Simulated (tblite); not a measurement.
Geometry relaxation, with input and output: C6H13GaSi (part 3 of 3)

The same run, continued: C6H13GaSi; GFN2-xTB geometry optimisation, gas phase (tblite 0.8.0). It belongs to a series of runs on one base structure; here: SiH2 inserted into a C-C bond.

Geometry of the input (Å):
```
Ga 3.1786  -1.1047  0.5300
C  1.6017  -0.4590  1.3924
C  0.3235  0.0317  0.8545
C  0.4472  1.2468  -0.0467
C  -0.6876  1.6860  -0.5650
C  -2.0161  1.0625  -0.3289
C  -2.1186  -0.3627  -0.7749
Si -0.5264  -1.2184  -0.2670
H  2.9583  -2.5128  0.0712
H  3.8344  0.2930  -0.0839
H  2.0452  0.3489  2.0148
H  1.3627  -1.2709  2.1564
H  -0.4345  0.3035  1.6234
H  1.4161  1.6939  -0.2206
H  -0.6374  2.5631  -1.2181
H  -2.7952  1.7008  -0.8164
H  -2.2066  1.1844  0.7759
H  -2.9079  -0.8361  -0.1118
H  -2.3547  -0.5059  -1.8346
H  0.2487  -1.3346  -1.5247
H  -0.7401  -2.4926  0.3837
```

### Trajectory as extended XYZ, continued
```
21
Properties=species:S:1:pos:R:3:forces:R:3 step=170 energy=-607.85855
Ga    2.2202   -0.3086   -0.5808   -0.0430  -0.0090   0.0550
C     1.7138   -0.6282    1.3561    0.0260   0.0050   0.0260
C     0.2743   -0.0688    1.4080    0.0080  -0.0250   0.0330
C     0.3225    1.2176    0.6364    0.0140  -0.0080  -0.0090
C    -0.5014    1.6434   -0.3200   -0.0120  -0.0330   0.0160
C    -1.7235    0.9278   -0.8088    0.0080  -0.0150  -0.0070
C    -1.4720   -0.5689   -0.9852    0.0310   0.0170   0.0240
Si   -0.9459   -1.3425    0.6696   -0.0280   0.0010  -0.0410
H     1.7715   -1.1462   -1.8371   -0.0170  -0.0210  -0.0250
H     3.3193    0.7592   -0.9533    0.0110   0.0660  -0.0430
H     2.3780   -0.0136    1.9848   -0.0200   0.0260   0.0240
H     1.7532   -1.6454    1.7566   -0.0090  -0.0230   0.0260
H    -0.0030    0.1607    2.4488    0.0490  -0.0150  -0.0670
H     1.1408    1.8786    0.9325   -0.0070  -0.0200   0.0320
H    -0.3239    2.6176   -0.7623    0.0270  -0.0190   0.0060
H    -2.0406    1.3730   -1.7557   -0.0120  -0.0190   0.0090
H    -2.5338    1.0795   -0.0871   -0.0170  -0.0020  -0.0160
H    -2.3524   -1.0425   -1.4170   -0.0140  -0.0120   0.0620
H    -0.6541   -0.6975   -1.7017   -0.0200   0.0160  -0.0400
H    -0.2864   -2.6343    0.4186    0.0050   0.0120   0.0140
H    -2.0657   -1.5439    1.6075    0.0210   0.0790  -0.0810
21
Properties=species:S:1:pos:R:3:forces:R:3 step=181 energy=-607.87876
Ga    2.1550   -0.2509   -0.6443   -0.0190  -0.0080   0.0180
C     1.7359   -0.6608    1.2974   -0.0220   0.0240   0.0320
C     0.2982   -0.1079    1.4357   -0.0200   0.0000   0.0070
C     0.3110    1.2063    0.7137   -0.0100  -0.0130   0.0150
C    -0.4787    1.6232   -0.2758   -0.0270   0.0090  -0.0130
C    -1.6592    0.8993   -0.8521   -0.0140   0.0420   0.0270
C    -1.4117   -0.6000   -0.9905   -0.0110   0.0030  -0.0230
Si   -0.9868   -1.3178    0.7141   -0.0010  -0.0440   0.0030
H     1.7990   -1.1756   -1.8783    0.0180   0.0310  -0.0120
H     3.0994    0.9538   -1.0490   -0.0340  -0.0100  -0.0180
H     2.4122   -0.0608    1.9266    0.0170  -0.0060   0.0300
H     1.7923   -1.6921    1.6623    0.0110   0.0170  -0.0250
H     0.0794    0.0855    2.4945    0.0130  -0.0140   0.0130
H     1.0752    1.8955    1.0779    0.0310  -0.0180  -0.0340
H    -0.3157    2.6210   -0.6702    0.0060  -0.0180  -0.0040
H    -1.9019    1.3359   -1.8250    0.0070  -0.0180   0.0010
H    -2.5247    1.0699   -0.1988    0.0340  -0.0130  -0.0240
H    -2.2859   -1.0791   -1.4322    0.0140   0.0190   0.0300
H    -0.5792   -0.7462   -1.6860    0.0150  -0.0270   0.0100
H    -0.4385   -2.6793    0.6197   -0.0210   0.0360  -0.0160
H    -2.1844   -1.3029    1.5702    0.0120   0.0050  -0.0150
21
Properties=species:S:1:pos:R:3:forces:R:3 step=191 energy=-607.88358
Ga    2.1222   -0.2133   -0.6660   -0.0070   0.0200  -0.0020
C     1.7360   -0.6702    1.2732   -0.0300  -0.0180   0.0530
C     0.3001   -0.1234    1.4553   -0.0260   0.0090   0.0020
C     0.3055    1.1968    0.7433    0.0000   0.0040  -0.0020
C    -0.4637    1.6125   -0.2637    0.0310  -0.0040  -0.0020
C    -1.6265    0.8893   -0.8709   -0.0170  -0.0040  -0.0170
C    -1.3913   -0.6146   -0.9771   -0.0050  -0.0030  -0.0280
Si   -1.0153   -1.3084    0.7480    0.0240   0.0160  -0.0110
H     1.8384   -1.1342   -1.9230   -0.0020   0.0110   0.0200
H     2.9923    1.0420   -1.0674    0.0030   0.0190  -0.0090
H     2.4201   -0.1010    1.9232    0.0110   0.0010  -0.0310
H     1.7996   -1.7156    1.5918   -0.0090  -0.0240  -0.0030
H     0.1074    0.0558    2.5227    0.0240  -0.0020  -0.0300
H     1.0702    1.8833    1.1104    0.0110   0.0020  -0.0040
H    -0.2904    2.6094   -0.6565    0.0030  -0.0080   0.0100
H    -1.8288    1.3110   -1.8598    0.0060  -0.0100   0.0090
H    -2.5147    1.0741   -0.2555    0.0010   0.0110   0.0070
H    -2.2672   -1.0869   -1.4201   -0.0050  -0.0130  -0.0150
H    -0.5506   -0.7895   -1.6582   -0.0100  -0.0040   0.0370
H    -0.5260   -2.6916    0.6833   -0.0050   0.0160   0.0080
H    -2.2262   -1.2084    1.5769    0.0000  -0.0210   0.0080
21
Properties=species:S:1:pos:R:3:forces:R:3 step=202 energy=-607.89417
Ga    2.0166   -0.0218   -0.7027    0.0750   0.0390  -0.0550
C     1.7037   -0.7557    1.1639   -0.0380  -0.0620   0.0670
C     0.3051   -0.1623    1.4800    0.0430   0.0100   0.0130
C     0.3261    1.1637    0.7830   -0.0280  -0.0020   0.0150
C    -0.3714    1.5495   -0.2898   -0.0660  -0.0030  -0.0610
C    -1.5206    0.8343   -0.9357    0.0390  -0.0310  -0.0320
C    -1.3809   -0.6842   -0.9218   -0.0550  -0.0950   0.0460
Si   -1.1095   -1.2732    0.8589   -0.0060   0.0450   0.0540
H     1.7035   -0.6821   -2.0976   -0.0050  -0.0030   0.0010
H     2.9338    1.2501   -0.8850    0.0250  -0.0240  -0.0150
H     2.4495   -0.2822    1.8232   -0.0020   0.0110   0.0150
H     1.7320   -1.8277    1.3882    0.0070   0.0220  -0.0660
H     0.2115    0.0031    2.5603   -0.0020  -0.0020   0.0110
H     1.0712    1.8581    1.1753   -0.0090   0.0120   0.0360
H    -0.1861    2.5428   -0.6893    0.0320   0.0070   0.0300
H    -1.6223    1.1894   -1.9626    0.0280   0.0320  -0.1020
H    -2.4352    1.1299   -0.4134   -0.0820  -0.0220   0.0690
H    -2.2629   -1.1445   -1.3716    0.0380   0.0760   0.0040
H    -0.5214   -0.9660   -1.5390   -0.0210   0.0110  -0.0070
H    -0.7406   -2.6902    0.9172    0.0070  -0.0310   0.0030
H    -2.3108   -1.0140    1.6683    0.0190   0.0090  -0.0260
21
Properties=species:S:1:pos:R:3:forces:R:3 step=213 energy=-607.91493
Ga    1.9294    0.1539   -0.7601   -0.0230   0.0300   0.0510
C     1.6505   -0.8102    1.0152    0.0290  -0.0400   0.0660
C     0.3152   -0.1834    1.5142    0.0440  -0.0240   0.0070
C     0.3067    1.1633    0.8617    0.0240  -0.0250  -0.0230
C    -0.3024    1.4975   -0.2860   -0.0280   0.0650   0.0150
C    -1.3920    0.7494   -1.0011    0.0240   0.0460   0.0230
C    -1.3192   -0.7668   -0.8535   -0.0190  -0.0190   0.0310
Si   -1.1920   -1.2096    0.9841   -0.0480  -0.0150   0.0210
H     1.5218   -0.2892   -2.2031    0.0120  -0.0100  -0.0430
H     2.9032    1.3861   -0.8101    0.0530  -0.0220  -0.0140
H     2.4618   -0.4947    1.6915    0.0060  -0.0080  -0.0040
H     1.6214   -1.9062    1.0689   -0.0320   0.0770  -0.0160
H     0.3434   -0.0555    2.6031    0.0110  -0.0440  -0.0330
H     0.9844    1.8920    1.3125   -0.0600  -0.0230  -0.0260
H    -0.1215    2.5015   -0.6645   -0.0540   0.0070  -0.0270
H    -1.3795    1.0274   -2.0632    0.0320  -0.0040   0.1040
H    -2.3461    1.1007   -0.5847    0.0100   0.0170  -0.0830
H    -2.1911   -1.2066   -1.3353    0.0050  -0.0520  -0.0180
H    -0.4312   -1.1375   -1.3773   -0.0360  -0.0010  -0.0240
H    -0.9746   -2.6437    1.2062    0.0150   0.0240  -0.0090
H    -2.3970   -0.7517    1.6913    0.0360   0.0210   0.0020
21
Properties=species:S:1:pos:R:3:forces:R:3 step=223 energy=-607.92949
Ga    1.9155    0.2137   -0.7757    0.0150  -0.0160   0.0040
C     1.6409   -0.8266    0.9561    0.0220  -0.0340  -0.0130
C     0.3337   -0.1932    1.5120   -0.0080   0.0100   0.0090
C     0.2879    1.1679    0.8890    0.0100  -0.0020   0.0250
C    -0.3257    1.5058   -0.2561    0.0070  -0.0270   0.0500
C    -1.3489    0.7219   -1.0258   -0.0030  -0.0060   0.0040
C    -1.3076   -0.7905   -0.8199   -0.0190  -0.0240  -0.0100
Si   -1.2086   -1.1880    1.0291   -0.0310   0.0530   0.0310
H     1.4786   -0.1812   -2.2295    0.0000   0.0070   0.0000
H     2.9570    1.3907   -0.8177    0.0030   0.0030   0.0060
H     2.4702   -0.6075    1.6456    0.0120   0.0200  -0.0080
H     1.5586   -1.9185    0.9214    0.0010  -0.0170   0.0050
H     0.4047   -0.0921    2.6004    0.0080   0.0140  -0.0100
H     0.9106    1.9172    1.3790   -0.0230   0.0190  -0.0350
H    -0.2047    2.5271   -0.6116    0.0050   0.0090   0.0140
H    -1.2275    0.9571   -2.0899    0.0000  -0.0100   0.0040
H    -2.3324    1.1050   -0.7281   -0.0320  -0.0080  -0.0150
H    -2.1717   -1.2416   -1.3083    0.0090   0.0150   0.0010
H    -0.4159   -1.1880   -1.3162    0.0160  -0.0190  -0.0160
H    -1.0395   -2.6120    1.3306    0.0150  -0.0120  -0.0510
H    -2.3842   -0.6506    1.7253   -0.0090   0.0250   0.0060
21
Properties=species:S:1:pos:R:3:forces:R:3 step=234 energy=-607.93270
Ga    1.9133    0.2081   -0.7816   -0.0020   0.0000   0.0000
C     1.6416   -0.8336    0.9488   -0.0020   0.0040  -0.0010
C     0.3411   -0.1942    1.5157   -0.0010  -0.0080  -0.0040
C     0.2834    1.1688    0.8990    0.0050  -0.0020   0.0000
C    -0.3383    1.5050   -0.2414    0.0010   0.0050  -0.0050
C    -1.3413    0.7148   -1.0315   -0.0010   0.0020   0.0010
C    -1.3068   -0.7956   -0.8147    0.0010   0.0010  -0.0050
Si   -1.2120   -1.1759    1.0378    0.0040  -0.0020  -0.0050
H     1.4635   -0.1578   -2.2393    0.0020  -0.0010  -0.0020
H     2.9648    1.3789   -0.8120   -0.0010  -0.0030   0.0070
H     2.4795   -0.6045    1.6252    0.0040   0.0050   0.0030
H     1.5593   -1.9259    0.9271    0.0030  -0.0030  -0.0030
H     0.4226   -0.0941    2.6030    0.0020   0.0000   0.0060
H     0.8891    1.9307    1.3891   -0.0040  -0.0030   0.0000
H    -0.2308    2.5318   -0.5863    0.0000  -0.0010   0.0020
H    -1.1892    0.9430   -2.0933   -0.0030  -0.0020  -0.0030
H    -2.3343    1.0991   -0.7670   -0.0060  -0.0020  -0.0020
H    -2.1715   -1.2459   -1.3011   -0.0080   0.0050  -0.0030
H    -0.4165   -1.2036   -1.3072    0.0040   0.0000   0.0070
H    -1.0465   -2.6080    1.3040   -0.0010   0.0020   0.0050
H    -2.3800   -0.6241    1.7359    0.0030   0.0030   0.0030
```

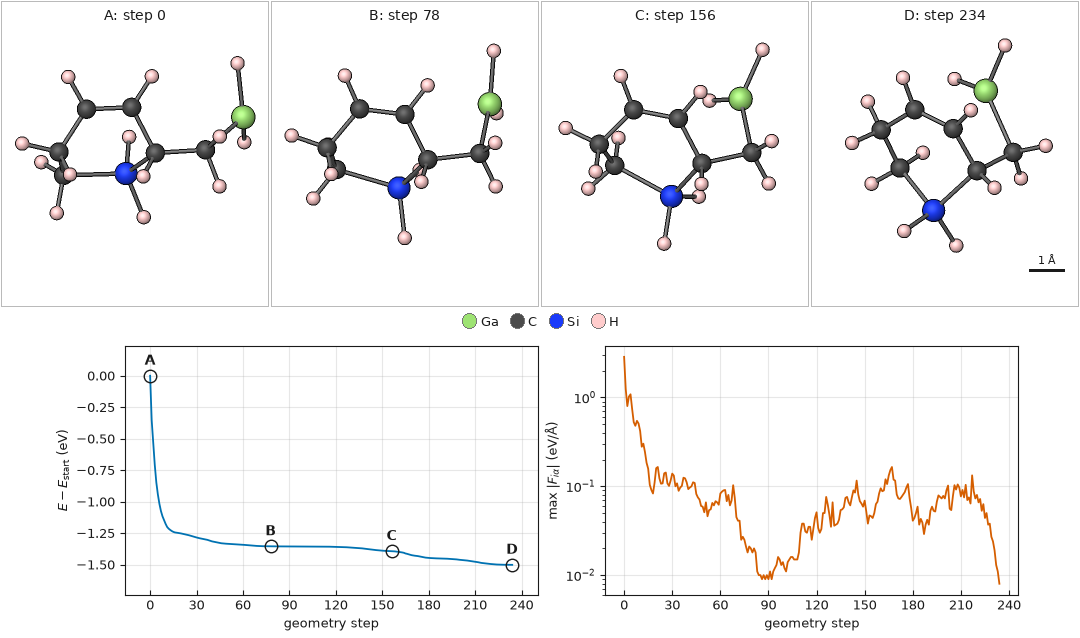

*Frames of the relaxation (ball-and-stick view, seen at a tilt) above the curves, on which the letters mark them (steps are counted from 0).*

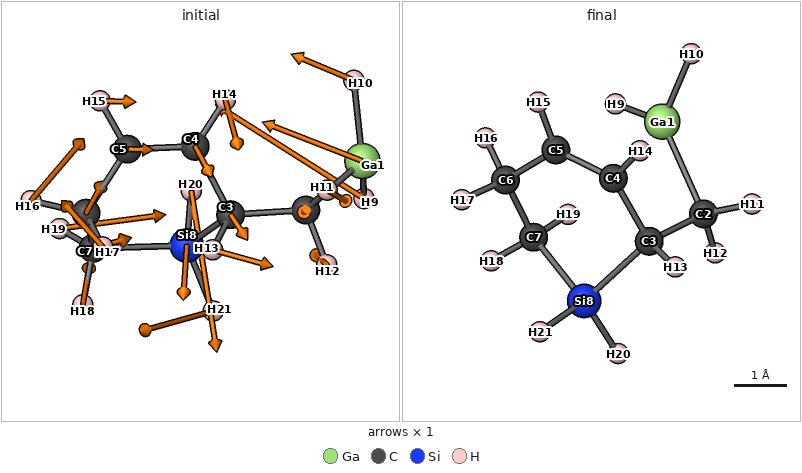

*Before (left) and after (right) the relaxation, at one scale (ball-and-stick view, seen at a tilt). The orange arrows give the displacements, at true length.*

The atom that moves furthest after the best rigid fit is H20 (3.45 Å). By element the largest moves are H 3.45 Å, Ga 2.12 Å, Si 1.53 Å, C 1.13 Å. Among the contacts that change: Ga1–C2 1.910 → 2.038 Å, Ga1–H10 1.661 → 1.574 Å, C2–C3 1.471 → 1.556 Å, Ga1–H9 1.497 → 1.569 Å. Among the angles that change: Ga1–C2–C3 131.7° → 102.2°, H9–Ga1–H10 137.4° → 110.3°, C2–Ga1–H9 109.6° → 129.2°. After 234 geometry steps the energy has fallen by 1.501 eV. The largest force component goes from 2.9 to 0.008 eV/Å. (Atoms are counted from 1 in the order of the input.)

### Key numbers

| quantity | value |
| --- | --- |
| outcome | converged |
| total energy | −607.9327 eV |
| hardware | 1 CPU thread, shared host |
| wall time | 2.4 s |
| peak memory | 0.18 GiB |
